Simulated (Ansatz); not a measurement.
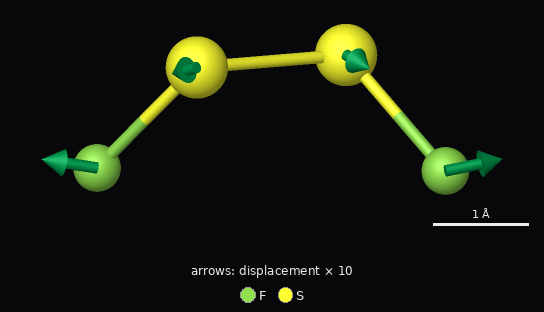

This is a relaxation of S2F2 (coarse preliminary run). The starting structure is drawn; green arrows show the displacements, 10 times their true length. The two geometries are superimposed by the best rigid fit.

Style: ball-and-stick. Shown face on.

The start comes from a force field.

Computed with RKS PBE-D4/def2-SVP in Ansatz 0.2.0. Settings: force threshold 0.03 eV/Å; at most 200 steps.

Q: Describe the change and its energy.

A: The energy falls by 0.025 eV in 6 geometry steps. The largest force component goes from 0.41 to 0.03 eV/Å. An F atom moves most after the best rigid fit: 0.063 Å. Largest moves by element: F 0.063 Å, S 0.039 Å. Some distances before and after: S–S 1.921 → 1.932 Å, F–S 1.694 → 1.685 Å. Among the angles between lasting bonds that change: F–S–S 106.1° → 109.6°. The run took 2.7 s on 4 threads of Arm Neoverse V1, with other jobs on the host.
